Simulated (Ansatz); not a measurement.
System (SMILES): Br[Si]Br (closed-shell singlet).
Atoms: Si1, Br2, Br3. Bonds: Si1-Br2, Si1-Br3.

Basis-set convergence of the lowest harmonic wavenumber at PBE with Ansatz (a first-principles code). Each level at its own minimum, finite differences of forces, unscaled; the reference is a large set that could be run, not a limit. Cartesian d functions, on some or all atoms, in 6-31G**; all else is spherical. The program fits the integrals of some runs and decomposes those of others, by size. No added dispersion term, no relativity. Reference: the value in aug-pcseg-2, 115 cm⁻¹. Deviations are taken from unrounded values.

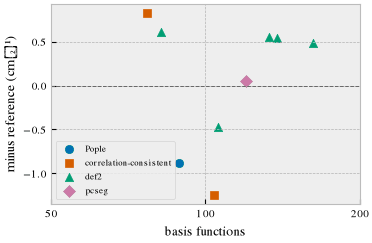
Fig. 1. Deviation from the reference against the number of basis functions, by family of sets.

```csv
basis,functions,lowest harmonic wavenumber (cm⁻¹),minus reference (cm⁻¹)
cc-pV(D+d)Z,77,115,1
def2-SVP,82,115,1
6-31G**,89,114,-1
aug-cc-pV(D+d)Z,104,113,-1
def2-SVPD,106,114,0
pcseg-2,120,115,0
def2-TZVP,133,115,1
def2-TZVPP,138,115,1
def2-TZVPPD,162,115,0
```
